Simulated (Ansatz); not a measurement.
**Geometry relaxation, with input and output: BSiAsH5F (part 1 of 2)**

- system: BSiAsH5F
- method: RKS BHLYP/def2-SVP (Ansatz 0.2.0)

It belongs to a series of runs on one base structure; here: end point B relaxed.

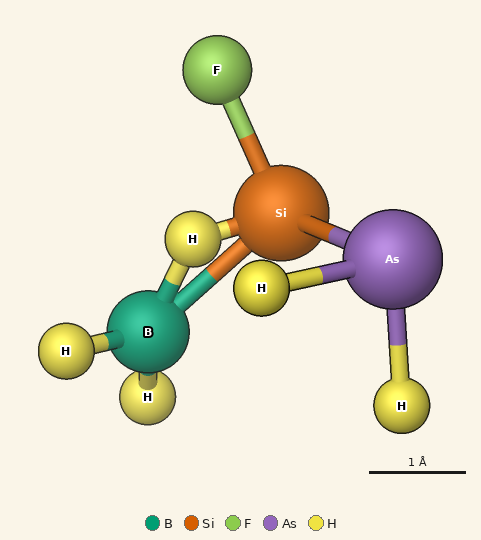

Figure 1. The starting structure (ball-and-stick view, seen at a tilt).

The input:
```yaml
crystal:
  periodic: [false, false, false]
  atoms:
    - { symbol: B, position_ang: [-0.7131, 1.0252, 0.6664] }
    - { symbol: Si, position_ang: [0.735, 0.3671, -0.3564] }
    - { symbol: F, position_ang: [2.1296, 0.6103, 0.5019] }
    - { symbol: As, position_ang: [0.5034, -1.8897, -0.7277] }
    - { symbol: H, position_ang: [-1.4312, 1.9195, 0.1789] }
    - { symbol: H, position_ang: [-1.0093, 0.6465, 1.7211] }
    - { symbol: H, position_ang: [0.33659, 0.52719, 0.52843] }
    - { symbol: H, position_ang: [-1.0174, -1.6672, -1.1696] }
    - { symbol: H, position_ang: [0.0357, -2.1288, 0.8104] }
basis:
  gaussian: { orbitals: def2-SVP }
hamiltonian:
  xc: { name: BHLYP }
relax:
  f_tol: 0.02
  max_steps: 50
output:
  orbitals: {}
```

Run as:
```bash
ansatz run input.yaml --threads 2 --pin off --max-ram 3072MiB --backend cpu --events-out ev --progress --plain --runs-dir out
```

Log:
```
The last accepted step is kept in [file] (removed where the run ends without a failure and the disk answers)
Engine: ansatz 0.2.0, x86_64-unknown-linux-gnu
Functional definition: BHLYP
  parameter a = 0.5
  exchange = (1 - a)*b88_x + a*exact_x
  correlation = lyp_c
1073 factors; integrals over basis functions are off by at most 3.0e-4 eV
mean field evaluation 1: about -72164.4177 eV, gradient 3.6e1 eV
mean field evaluation 2: about -72163.8678 eV, gradient 4.3e1 eV
mean field evaluation 4: about -72168.8193 eV, gradient 2.6e0 eV
mean field evaluation 8: about -72168.9451 eV, gradient 3.3e-1 eV
mean field evaluation 16: about -72169.0408 eV, gradient 1.2e0 eV
mean field evaluation 32: about -72168.8494 eV, gradient 7.3e0 eV
mean field -72169.06790090 eV, -2652.1643274068 hartree, gradient 2.5e-5 eV, S^2 0.000000; 2 other end points of the search recorded, 0 dependent functions left out
the calculation of the forces begins
reference -72169.06806457 eV, -2652.1643334216 hartree; 33, 33 occupied and 70, 70 virtual orbitals, 1073 factors
relax step   1: F+E_penalty+E_count = -72169.06790090 eV  Δ(F+E_penalty+E_count) = +0.000e0 eV  max|allowed force component| = 3.030e1 eV/Å  Δτ_max = 0.0000 Å  (97 SCF iters, accepted)
these checks for a lower state are left out or cut short: starts, cluster_reference, orbital_swaps, neighbouring_geometries, increment
1073 factors; integrals over basis functions are off by at most 3.5e-4 eV
mean field -72174.33704261 eV, -2652.3579647932 hartree, gradient 2.2e-5 eV, S^2 0.000000; 0 other end points of the search recorded, 0 dependent functions left out
[... from here on the field's lines of each further geometry are left out, up to the last ...]
relax step   2: F+E_penalty+E_count = -72174.33704261 eV  Δ(F+E_penalty+E_count) = -5.269e0 eV  max|allowed force component| = 1.212e1 eV/Å  Δτ_max = 0.1944 Å  (40 SCF iters, accepted)
relax step   3: F+E_penalty+E_count = -72176.44326137 eV  Δ(F+E_penalty+E_count) = -2.106e0 eV  max|allowed force component| = 4.098e0 eV/Å  Δτ_max = 0.1962 Å  (39 SCF iters, accepted)
relax step   4: F+E_penalty+E_count = -72177.24635034 eV  Δ(F+E_penalty+E_count) = -8.031e-1 eV  max|allowed force component| = 1.203e0 eV/Å  Δτ_max = 0.1985 Å  (32 SCF iters, accepted)
relax step   5: F+E_penalty+E_count = -72177.49797338 eV  Δ(F+E_penalty+E_count) = -2.516e-1 eV  max|allowed force component| = 1.168e0 eV/Å  Δτ_max = 0.1993 Å  (33 SCF iters, accepted)
relax step   6: F+E_penalty+E_count = -72177.64477959 eV  Δ(F+E_penalty+E_count) = -1.468e-1 eV  max|allowed force component| = 9.289e-1 eV/Å  Δτ_max = 0.1961 Å  (31 SCF iters, accepted)
relax step   7: F+E_penalty+E_count = -72177.74312637 eV  Δ(F+E_penalty+E_count) = -9.835e-2 eV  max|allowed force component| = 6.537e-1 eV/Å  Δτ_max = 0.1963 Å  (33 SCF iters, accepted)
relax step   8: F+E_penalty+E_count = -72177.84576297 eV  Δ(F+E_penalty+E_count) = -1.026e-1 eV  max|allowed force component| = 4.208e-1 eV/Å  Δτ_max = 0.1984 Å  (32 SCF iters, accepted)
relax step   9: F+E_penalty+E_count = -72177.88134057 eV  Δ(F+E_penalty+E_count) = -3.558e-2 eV  max|allowed force component| = 6.052e-1 eV/Å  Δτ_max = 0.2000 Å  (33 SCF iters, accepted)
relax step  10: F+E_penalty+E_count = -72177.90344453 eV  Δ(F+E_penalty+E_count) = -2.210e-2 eV  max|allowed force component| = 2.239e-1 eV/Å  Δτ_max = 0.1526 Å  (32 SCF iters, accepted)
relax step  11: F+E_penalty+E_count = -72177.90817066 eV  Δ(F+E_penalty+E_count) = -4.726e-3 eV  max|allowed force component| = 1.737e-1 eV/Å  Δτ_max = 0.0484 Å  (31 SCF iters, accepted)
relax step  12: F+E_penalty+E_count = -72177.90794675 eV  Δ(F+E_penalty+E_count) = +2.239e-4 eV  max|allowed force component| = 2.430e-1 eV/Å  Δτ_max = 0.1177 Å  (32 SCF iters, rejected (line search))
relax step  13: F+E_penalty+E_count = -72177.91326823 eV  Δ(F+E_penalty+E_count) = -5.098e-3 eV  max|allowed force component| = 6.290e-2 eV/Å  Δτ_max = 0.0589 Å  (32 SCF iters, accepted)
relax step  14: F+E_penalty+E_count = -72177.91714999 eV  Δ(F+E_penalty+E_count) = -3.882e-3 eV  max|allowed force component| = 3.215e-2 eV/Å  Δτ_max = 0.1000 Å  (32 SCF iters, accepted)
relax step  15: F+E_penalty+E_count = -72177.92072117 eV  Δ(F+E_penalty+E_count) = -3.571e-3 eV  max|allowed force component| = 1.568e-1 eV/Å  Δτ_max = 0.1463 Å  (32 SCF iters, accepted)
relax step  16: F+E_penalty+E_count = -72177.92274684 eV  Δ(F+E_penalty+E_count) = -2.026e-3 eV  max|allowed force component| = 1.893e-1 eV/Å  Δτ_max = 0.0737 Å  (32 SCF iters, accepted)
relax step  17: F+E_penalty+E_count = -72177.92367455 eV  Δ(F+E_penalty+E_count) = -9.277e-4 eV  max|allowed force component| = 3.820e-1 eV/Å  Δτ_max = 0.1950 Å  (32 SCF iters, accepted)
relax step  18: F+E_penalty+E_count = -72177.88652780 eV  Δ(F+E_penalty+E_count) = +3.715e-2 eV  max|allowed force component| = 9.219e-1 eV/Å  Δτ_max = 0.1354 Å  (30 SCF iters, rejected (line search))
relax step  19: F+E_penalty+E_count = -72177.93222961 eV  Δ(F+E_penalty+E_count) = -8.555e-3 eV  max|allowed force component| = 1.474e-1 eV/Å  Δτ_max = 0.0675 Å  (31 SCF iters, accepted)
relax step  20: F+E_penalty+E_count = -72177.93533884 eV  Δ(F+E_penalty+E_count) = -3.109e-3 eV  max|allowed force component| = 7.308e-2 eV/Å  Δτ_max = 0.1000 Å  (33 SCF iters, accepted)
relax step  21: F+E_penalty+E_count = -72177.94129835 eV  Δ(F+E_penalty+E_count) = -5.960e-3 eV  max|allowed force component| = 2.674e-1 eV/Å  Δτ_max = 0.1403 Å  (33 SCF iters, accepted)
relax step  22: F+E_penalty+E_count = -72177.95191618 eV  Δ(F+E_penalty+E_count) = -1.062e-2 eV  max|allowed force component| = 4.090e-1 eV/Å  Δτ_max = 0.1951 Å  (33 SCF iters, accepted)
relax step  23: F+E_penalty+E_count = -72177.98701313 eV  Δ(F+E_penalty+E_count) = -3.510e-2 eV  max|allowed force component| = 3.353e-1 eV/Å  Δτ_max = 0.1933 Å  (31 SCF iters, accepted)
relax step  24: F+E_penalty+E_count = -72178.03788935 eV  Δ(F+E_penalty+E_count) = -5.088e-2 eV  max|allowed force component| = 3.692e-1 eV/Å  Δτ_max = 0.1939 Å  (32 SCF iters, accepted)
relax step  25: F+E_penalty+E_count = -72178.13542249 eV  Δ(F+E_penalty+E_count) = -9.753e-2 eV  max|allowed force component| = 6.990e-1 eV/Å  Δτ_max = 0.1940 Å  (32 SCF iters, accepted)
relax step  26: F+E_penalty+E_count = -72178.27568821 eV  Δ(F+E_penalty+E_count) = -1.403e-1 eV  max|allowed force component| = 1.021e0 eV/Å  Δτ_max = 0.1949 Å  (31 SCF iters, accepted)
relax step  27: F+E_penalty+E_count = -72178.43460737 eV  Δ(F+E_penalty+E_count) = -1.589e-1 eV  max|allowed force component| = 7.782e-1 eV/Å  Δτ_max = 0.1971 Å  (30 SCF iters, accepted)
relax step  28: F+E_penalty+E_count = -72178.54424925 eV  Δ(F+E_penalty+E_count) = -1.096e-1 eV  max|allowed force component| = 7.526e-1 eV/Å  Δτ_max = 0.1933 Å  (31 SCF iters, accepted)
relax step  29: F+E_penalty+E_count = -72178.59378997 eV  Δ(F+E_penalty+E_count) = -4.954e-2 eV  max|allowed force component| = 7.272e-1 eV/Å  Δτ_max = 0.1904 Å  (31 SCF iters, accepted)
relax step  30: F+E_penalty+E_count = -72178.63762602 eV  Δ(F+E_penalty+E_count) = -4.384e-2 eV  max|allowed force component| = 3.509e-1 eV/Å  Δτ_max = 0.2000 Å  (30 SCF iters, accepted)
relax step  31: F+E_penalty+E_count = -72178.69722924 eV  Δ(F+E_penalty+E_count) = -5.960e-2 eV  max|allowed force component| = 2.533e-1 eV/Å  Δτ_max = 0.1381 Å  (30 SCF iters, accepted)
relax step  32: F+E_penalty+E_count = -72178.73226890 eV  Δ(F+E_penalty+E_count) = -3.504e-2 eV  max|allowed force component| = 7.555e-1 eV/Å  Δτ_max = 0.1961 Å  (35 SCF iters, accepted)
relax step  33: F+E_penalty+E_count = -72178.78384778 eV  Δ(F+E_penalty+E_count) = -5.158e-2 eV  max|allowed force component| = 4.998e-1 eV/Å  Δτ_max = 0.0608 Å  (31 SCF iters, accepted)
relax step  34: F+E_penalty+E_count = -72178.81231065 eV  Δ(F+E_penalty+E_count) = -2.846e-2 eV  max|allowed force component| = 5.625e-1 eV/Å  Δτ_max = 0.2000 Å  (30 SCF iters, accepted)
relax step  35: F+E_penalty+E_count = -72178.83424023 eV  Δ(F+E_penalty+E_count) = -2.193e-2 eV  max|allowed force component| = 1.689e-1 eV/Å  Δτ_max = 0.0671 Å  (31 SCF iters, accepted)
relax step  36: F+E_penalty+E_count = -72178.83928840 eV  Δ(F+E_penalty+E_count) = -5.048e-3 eV  max|allowed force component| = 6.430e-2 eV/Å  Δτ_max = 0.0337 Å  (31 SCF iters, accepted)
relax step  37: F+E_penalty+E_count = -72178.84196315 eV  Δ(F+E_penalty+E_count) = -2.675e-3 eV  max|allowed force component| = 4.310e-2 eV/Å  Δτ_max = 0.0366 Å  (31 SCF iters, accepted)
relax step  38: F+E_penalty+E_count = -72178.84294547 eV  Δ(F+E_penalty+E_count) = -9.823e-4 eV  max|allowed force component| = 2.084e-2 eV/Å  Δτ_max = 0.0309 Å  (31 SCF iters, accepted)
the calculation of the forces begins
reference -72178.84331905 eV, -2652.5235673978 hartree; 33, 33 occupied and 70, 70 virtual orbitals, 1073 factors
relax step  39: F+E_penalty+E_count = -72178.84315388 eV  Δ(F+E_penalty+E_count) = -2.084e-4 eV  max|allowed force component| = 7.782e-3 eV/Å  Δτ_max = 0.0138 Å  (32 SCF iters, accepted)
1073 factors; integrals over basis functions are off by at most 7.5e-4 eV
mean field evaluation 320: about -72178.8432 eV, gradient 2.4e-5 eV
```

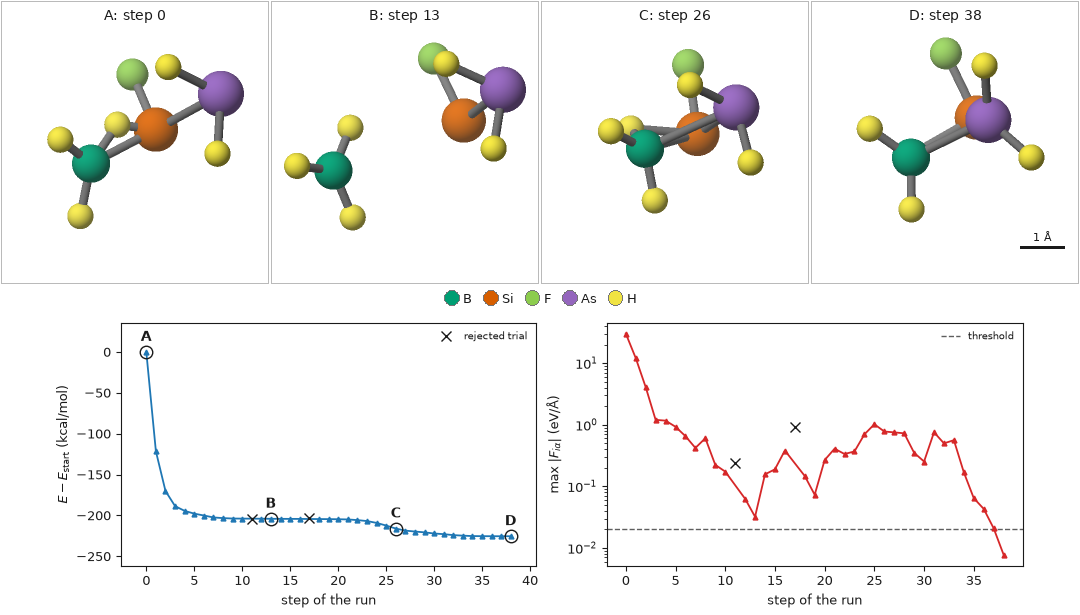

Figure 2. Frames of the relaxation (ball-and-stick view, seen at a tilt) above the curves, on which the letters mark them (the first geometry is step 0 here and step 1 in the log).

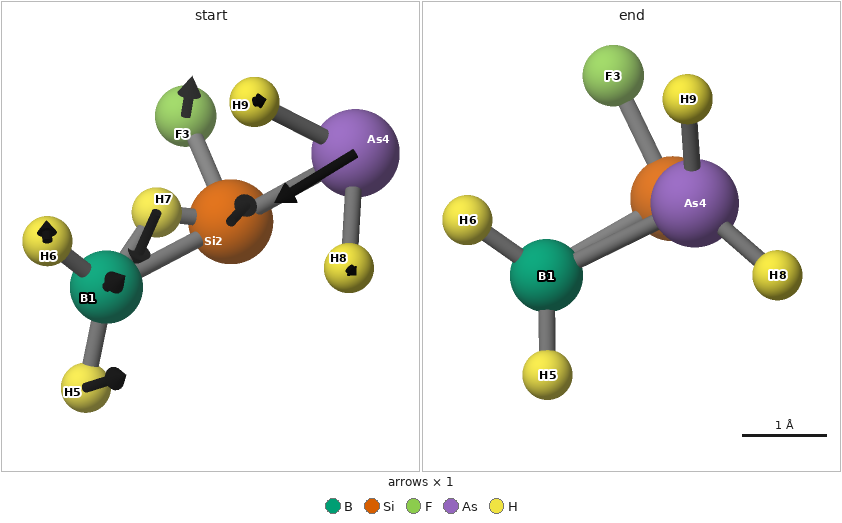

Figure 3. Before (left) and after (right) the relaxation, at one scale (ball-and-stick view, seen at a tilt). The black arrows give the displacements, at true length. Over 38 geometry steps the energy falls by 225.4 kcal/mol. The largest force component goes from 30 to 0.0078 eV/Å. The line search rejected the trial steps at points 11, 17 (counted from 0) and went back. As4 moves most after the best rigid fit: 1.16 Å. Largest moves by element: As 1.16 Å, H 0.90 Å, Si 0.83 Å, F 0.53 Å, B 0.40 Å. Distances before and after: B1–As4 3.453 → 2.047 Å, Si2–H7 0.984 → 1.747 Å, B1–Si2 1.891 → 2.599 Å, Si2–As4 2.299 → 2.456 Å. New bonds form: B1–As4 (3.45 → 2.05 Å). Bonds break: B1–Si2 (1.89 → 2.60 Å). Among the angles that change: H5–B1–H7 140.9° → 102.9°, Si2–As4–H8 90.2° → 123.4°, As4–Si2–H7 105.3° → 74.8°. (Atoms are counted from 1 in the order of the input.)
